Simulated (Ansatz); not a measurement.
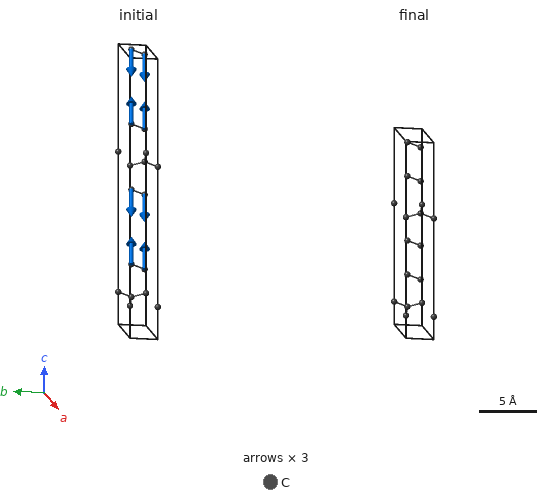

The structure of solid C (set up in P6_3mc) before (left) and after (right) a relaxation, at one scale. The blue arrows give the displacements (the part carried along by the change of the cell is left out), magnified 3 times.

A ball-and-stick model of the cell of the calculation, seen from a free direction.

Computed with Ansatz, DFT PBE+D3(BJ), scalar-relativistic, plane waves, PAW. Set-up: plane-wave cutoff 420 eV; k-point mesh 18 × 18 × 2; occupations gaussian; smearing width 0.1 eV; no spin polarisation; cell and atoms relaxed; force threshold 0.005 eV/Å; at most 80 steps.

Question: What changed between the two?

Answer: The run was cut off at its time limit before the relaxation converged, so the last structure is only a point on the way. The largest moves relative to the cell, 0.97 Å, are those of C atoms. The drawn cell changes as follows: a = b 2.456 → 2.465 Å (+0.3 %), c 29.492 → 20.692 Å (−29.8 %); the volume changes by −29.4 %. Near-neighbour distances that change, for instance: C–C 1.418 → 1.423 Å. The space group (tolerance 0.01 Å) goes from P6_3mc (No. 186) to P6_3/mmc (No. 194). The energy falls by 19.3 meV per atom in 16 accepted moves (18 points after the start). Largest force component: 0.014 eV/Å at the start, 0.008 eV/Å at the end. The pressure goes from 2.11 to −0.04 GPa. The line search rejected the trial step at point 17 of the run. At 1 point the geometry stayed and the basis and grid were re-selected for the new cell (energy shift of 0.7 meV per atom at most each time).
